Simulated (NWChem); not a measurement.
# HF/6-31G run of CH3BO (Borane carbonyl)

Aim: the vertical ionisation energy of CH3BO (Borane carbonyl) at HF/6-31G, from 2 runs. 

The calculation is run with NWChem 7.3.0.

**1. The molecule**

CH3BO: 6 atoms, total charge 0, spin state singlet. As SMILES, `[BH3-]C#[O+]`. The shape is that of a PBE0-D4/def2-TZVP optimisation.

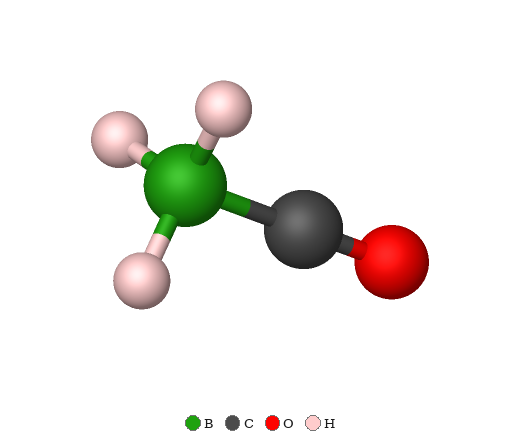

Viewed from a chosen angle; boron green, carbon dark grey, oxygen red, hydrogen pink.

**2. The energy at HF/6-31G**

File ch3bo.nw:

```
start ch3bo
title "CH3BO"
memory 2200 mb

geometry units angstroms noautosym nocenter noautoz
 B       -0.275160       0.419730      -0.199910
 C        0.494180      -0.755680       0.359250
 O        1.068320      -1.631140       0.776320
 H       -1.437140       0.121710      -0.050320
 H        0.069540       0.485120      -1.356800
 H        0.080260       1.360240       0.471460
end

basis spherical bse
 B library 6-31G
 C library 6-31G
 O library 6-31G
 H library 6-31G
end

scf
 thresh 1e-08
 maxiter 80
 print low
end

task scf energy
```

Run with:

```sh
nwchem ch3bo.nw > ch3bo.out
```

Standard output:

```text
[...]
  functions       =    33
[...]
  wavefunction    = RHF
[...]
         Total SCF energy =   -139.057601186446
      One-electron energy =   -299.805698045182
      Two-electron energy =    103.917842256338
 Nuclear repulsion energy =     56.830254602398
        Time for solution =      1.0s
 Task  times  cpu:        1.1s     wall:        1.1s
[...]
```

It took 1.6 s on 1 thread of Intel Xeon Platinum 8488C (Sapphire Rapids), shared host; peak memory 0.097 GiB.

**3. The doublet cation at the same level**

File calc.nw:

```
start calc
title "CH3BO"
memory stack 880 mb heap 220 mb global 1100 mb
charge 1
geometry units angstroms noautosym nocenter noautoz
   B       -0.275160       0.419730      -0.199910
   C        0.494180      -0.755680       0.359250
   O        1.068320      -1.631140       0.776320
   H       -1.437140       0.121710      -0.050320
   H        0.069540       0.485120      -1.356800
   H        0.080260       1.360240       0.471460
end
basis spherical bse
   * library 6-31G
end
scf
   doublet
   uhf
   thresh 1e-08
   maxiter 80
   noprint "final vectors analysis"
end
task scf energy
```

Run with:

```sh
nwchem calc.nw > calc.out
```

Standard output:

```text
[...]
  functions       =    33
[...]
  wavefunction    = UHF
[...]
         Total SCF energy =   -138.633222091304
      One electron energy =   -293.701353564017
      Two electron energy =     98.237876870315
 Nuclear repulsion energy =     56.830254602398
                       Sz =      0.5000
                 Sz(Sz+1) =      0.7500
                      S^2 =      0.7948
[...]
```

Wall time 6.9 s (1 thread of Intel Xeon Platinum 8488C (Sapphire Rapids), shared host); peak memory 0.099 GiB.

**4. Outcome**

Level: HF/6-31G.

```
                                          quantity          value
                       singlet CH3BO: total energy  -139.05760 Eh
                      doublet cation: total energy  -138.63322 Eh
                              doublet cation: ⟨S²⟩          0.795
vertical ionisation energy (to the doublet cation)      11.548 eV
```

Removing an electron at fixed nuclei costs 11.55 eV (266 kcal/mol). Mulliken charges (doublet cation) run from -0.14 on O3 to +0.50 on C2.
